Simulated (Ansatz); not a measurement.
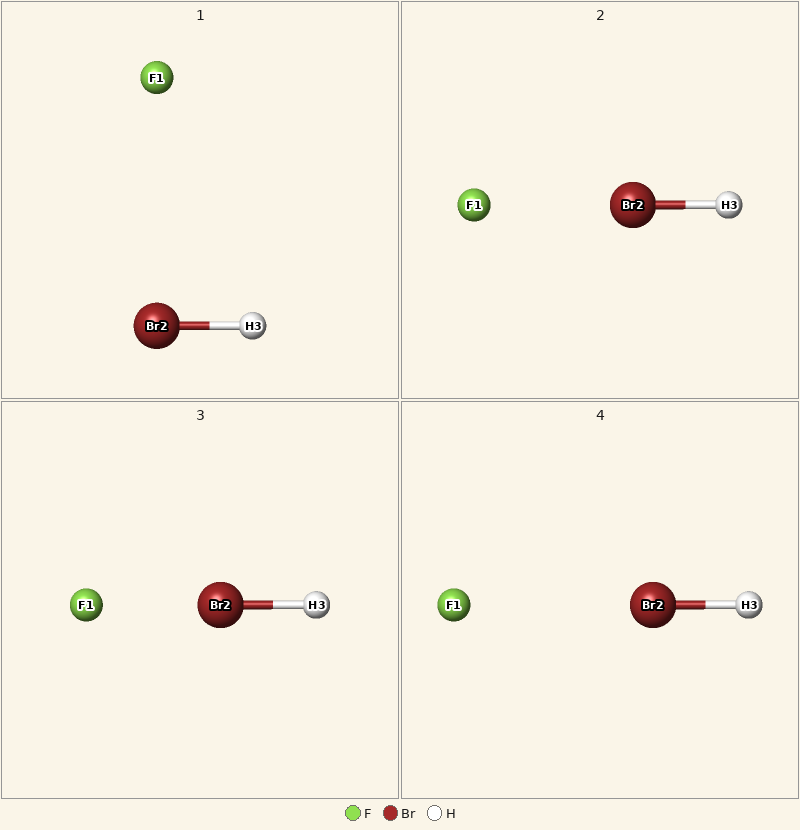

The pair F···BrH, charge −1. The turn is about an axis along (1.00, −0.05, −0.00) in the frame of the relaxed pair, normal to the line between the partners. Coordinates scanned: (1) distance Br2···F1; (2) turn of F1 about Br2. Grid: 9 × 9 points. Points are written as (first, second). Energies are in kcal/mol, from the ion and the molecule far apart, frozen as in the relaxed pair, each in its own basis (no counterpoise correction). Method: RKS wB97M-V/def2-TZVPD (Ansatz 0.2.0).

The numbered pictures are structures from this grid.

Question: Rank them by energy, lowest first.

Answer: 2, at (2.414 Å, 0.0°): −12.7 kcal/mol; 4, at (3.026 Å, 0.0°): −8.5 kcal/mol; 3, at (2.040 Å, 0.0°): −5.1 kcal/mol; 1, at (3.779 Å, 90.0°): −0.7 kcal/mol.

The map, with the structures marked:

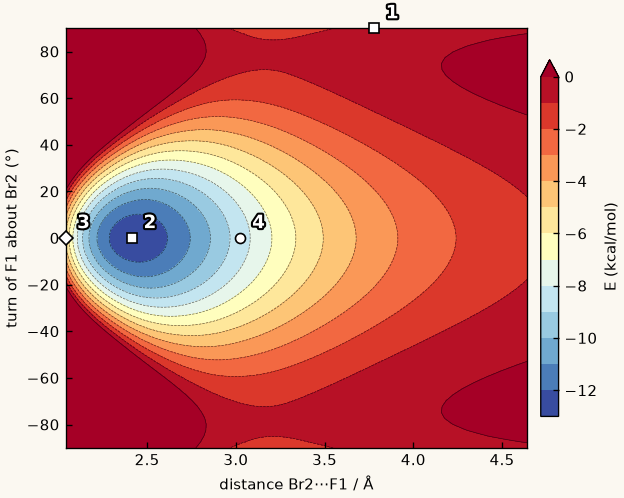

The picture shows filled contours, one colour for all values above the top of the scale. Between grid points the surface is interpolated.
